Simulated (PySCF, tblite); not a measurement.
# C4H7FSSi: geometry, infrared bands and NMR shifts

Aim: predict the infrared bands and NMR shifts of C4H7FSSi (`F[Si@@H]1CCC(=S)C1`).

Programs: tblite 0.8.0 and PySCF 2.14.0, with density-fitted response routines of our own. Each step states its level of theory. These are calculated values for one molecule in the gas phase, unless marked as measured. Atoms are numbered from 0 throughout.

### Step 1. Starting geometry

14 atoms, charge 0, multiplicity 1; geometry from: force field or distance geometry start.

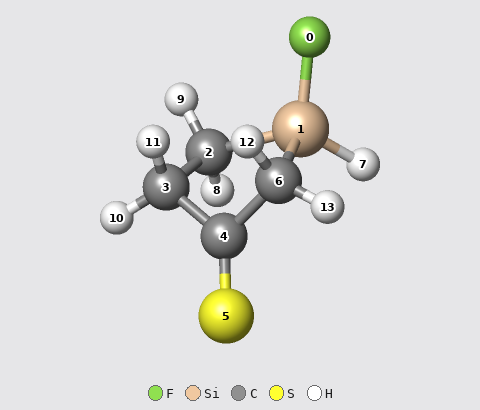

As it starts; fluorine green, silicon light orange, carbon grey, sulfur yellow, hydrogen white, atoms numbered.

### Step 2. Relaxing the molecule with GFN2-xTB

What the job is given:

```
{"job": {"kind": "relax", "xc": "GFN2-xTB", "basis": "xTB"}, "charge": 0, "multiplicity": 1}
F     -2.579800    -0.507100    -0.677900
Si    -1.319900    -0.306000     0.370300
C     -0.395400     1.307700     0.031400
C      0.887900     0.745000    -0.574500
C      1.226500    -0.453000     0.295200
S      2.320200    -0.615900     1.184900
C      0.139200    -1.450300    -0.019600
H     -1.682000    -0.381800     1.787600
H     -0.238200     1.876500     0.943400
H     -0.954500     1.898700    -0.716900
H      1.679700     1.483000    -0.616500
H      0.630700     0.339800    -1.557000
H      0.114400    -1.602900    -1.082500
H      0.170600    -2.334100     0.609900
```

Run with:

```sh
> OMP_NUM_THREADS=1 python probes_run.py task.json out
```

One launch serves the whole session: the jobs run in the order shown.

**Question.** This job is followed by: GFN2-xTB harmonic vibrations, gas phase; GIAO PBE0/pcSseg-1 NMR shielding, non-relativistic, gas phase. Predict these results of the whole session: strongest single infrared mode (GFN2-xTB); zero-point energy (GFN2-xTB); 13C shifts against TMS (PBE0/pcSseg-1); 1H shifts against TMS (PBE0/pcSseg-1); 19F shifts against CFCl3 (PBE0/pcSseg-1); 29Si shifts against TMS (PBE0/pcSseg-1); 33S shifts against CS2 (PBE0/pcSseg-1).

**Answer**, as computed:

| quantity | value |
| --- | --- |
| strongest single infrared mode (GFN2-xTB) | 837 cm⁻¹, 272 km/mol |
| zero-point energy (GFN2-xTB) | 62.7 kcal/mol |
| 13C shifts against TMS (PBE0/pcSseg-1) | 279.3, 53.4, 46.7, 18.7 ppm |
| 1H shifts against TMS (PBE0/pcSseg-1) | 5.50, 3.46, 3.39, 3.21, 2.96, 1.56, 1.13 ppm |
| 19F shifts against CFCl3 (PBE0/pcSseg-1) | -198.4 ppm |
| 29Si shifts against TMS (PBE0/pcSseg-1) | 31.5 ppm |
| 33S shifts against CS2 (PBE0/pcSseg-1) | 1003 ppm |

The optimisation took 75 steps and gained 1.604 eV; among the close pairs (by a distance rule), C4–S5 changed most, from 1.419 to 1.621 Å. All 36 modes are real, so the xTB geometry is a minimum. The strongest single mode, at 837 cm⁻¹, is spread over many atoms; the largest shares are those of Si1, F0. GFN2-xTB is a fitted tight-binding method: band positions and strengths are rough. Its intensities can rank the bands wrongly. The most deshielded carbon is C4 (thiocarbonyl carbon), at 279.3 ppm: the small n→π* gap of C=S deshields it strongly. At PBE0/pcSseg-1: Shielding is most anisotropic at S5 (span 2291 ppm, paramagnetic term -1556 ppm).
